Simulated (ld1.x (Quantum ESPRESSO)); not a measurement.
```yaml
element: nitrogen
generator: ld1.x (Quantum ESPRESSO) 7.5
type: ultrasoft
functional: PBEsol
relativity: scalar-relativistic
frozen_core: [He]
valence_charge: 5
reference_configuration: 2s1 2p4
partial_waves: 2s (bound): rcutus 0.70 bohr; 2s channel at 3.55 Ry: rcutus 0.70 bohr; 2p (bound): rcutus 1.55 bohr; 2p channel at 4.15 Ry: rcutus 1.55 bohr
local_potential: all-electron potential smoothed inside 1.10 bohr (lloc = -1)
core_correction: none
augmentation_charge: PSQ, radius 0.55 bohr
```

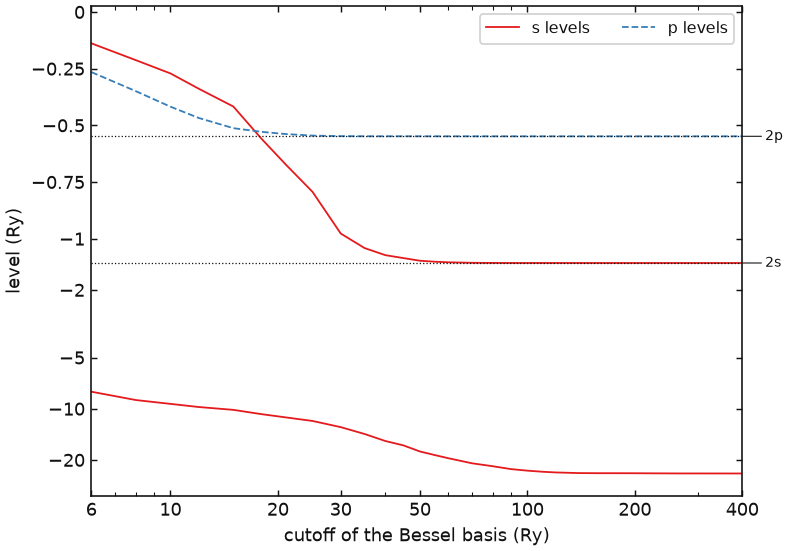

The pseudo-atom Hamiltonian at the reference potential is diagonalised in spherical Bessel functions (20 bohr box) up to the cutoff. Curves: the lowest levels of each channel that holds a bound state. Dotted lines: the all-electron valence levels.

**Is there a ghost state?**

Ghost state below the valence levels: s at -327.0 eV. A ghost is a curve that settles on no dotted line: a bound state with no counterpart among the valence levels. In Ry: s -24.04.

**From which cutoff on does the ghost show?**

The lowest s curve lies clearly below the lowest valence level of its channel already at the lowest cutoff, 6 Ry, and ends at -24.04 Ry.

**Read the all-electron valence levels.**

2s: -1.39 Ry; 2p: -0.55 Ry.
